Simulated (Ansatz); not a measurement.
# CH₅OSi (doublet): what the fields show

The calculation's input:

```
crystal:
  periodic: [false, false, false]
  atoms:
    - { symbol: C, position_ang: [-0.299, 0.8959, 0.3206] }
    - { symbol: O, position_ang: [-0.9386, -0.3334, 0.0782] }
    - { symbol: Si, position_ang: [0.0143, -1.5735, -0.4422] }
    - { symbol: H, position_ang: [0.1688, 1.3568, -0.6123] }
    - { symbol: H, position_ang: [0.4075, 0.8859, 1.0861] }
    - { symbol: H, position_ang: [-1.1368, 1.6422, 0.632] }
    - { symbol: H, position_ang: [-0.478, -2.0656, -1.766] }
    - { symbol: H, position_ang: [-0.20842, -2.77108, 0.49698] }
magnetization:
  spin_polarized: true
  initial_magnetization: 1
basis:
  gaussian: { orbitals: def2-SVPD }
hamiltonian:
  xc: b3lyp
relax:
  f_tol: 0.015
  max_steps: 40
output:
  orbitals: {}
```

Launched as:

```sh
ansatz run input.yaml --threads 2 --pin off --max-ram 3072MiB --backend cpu --events-out ev --progress --plain --runs-dir out
```

The fields are those of the relaxed geometry.

All numbers below come from Ansatz 0.2.0, UKS B3LYP/def2-SVPD.

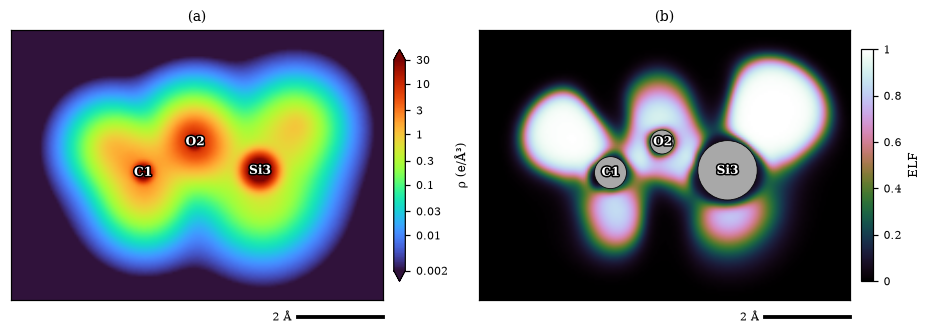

Figure 1. (a) electron density; (b) ELF on the plane of atoms C1, O2 and Si3. Grey discs cover the atomic cores in the ELF map.

### Read the bonding off the picture.

The section cuts through C, O and Si sites. C–O (1.42 Å): ρ at the midpoint is about 2 e/Å³, with its minimum of 1.7 e/Å³ about 0.5 Å from C; the ELF peaks at about 0.90 between the atoms: a shared but strongly polarised pair. Si–O (1.68 Å): ρ is about 1 e/Å³ halfway; the ELF peaks at about 0.90 between the atoms; a polar covalent bond. The ELF also peaks beside O2, away from the bonds: non-bonding electrons, paired or unpaired.

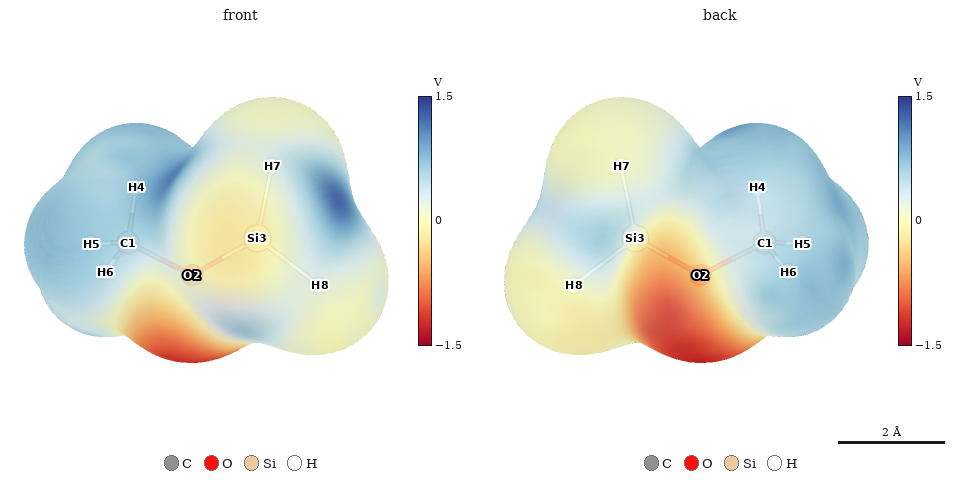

Figure 2. The electrostatic potential painted on the density surface at 0.002 e/bohr³, seen from the front and from behind; the colour scale runs from red (negative) to blue (positive).

### Which sites attract a positive test charge, and which a negative one?

A positive charge is drawn to the negative regions and a negative charge to the positive ones. The most negative region (about −1.2 V) lies over O2, the most positive (about +1.2 V) over Si3. O2 is the likeliest acceptor of a hydrogen bond.

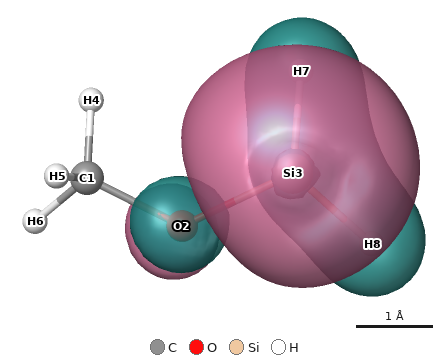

Figure 3. One frontier orbital at ±0.1 Å⁻³ᐟ² (teal and pink are the two phases), seen across its widest extent.

### Which orbital is it: HOMO (β) or LUMO (β)?

The LUMO (β), at −2.61 eV. By Hirshfeld shares it lies mainly on Si3 (about 75 %), O2 (about 10 %), H7 (about 5 %) and H8 (about 5 %).

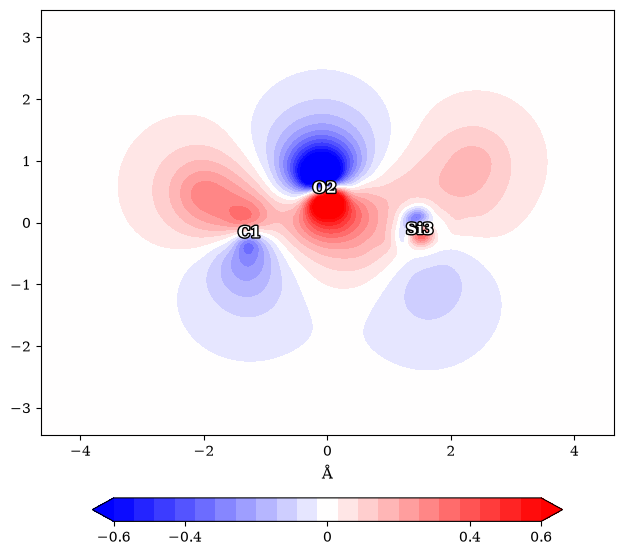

Figure 4. The HOMO−1 (β) on the plane of atoms C1, O2 and Si3 (values in Å⁻³ᐟ²; the overall sign is arbitrary).

### Describe this orbital and give its energy.

Its weight (Hirshfeld) is mainly on O2 (about 45 %), Si3 (about 15 %), C1 (about 15 %), H7 (about 10 %) and H6 (about 5 %). Its energy is −8.68 eV.
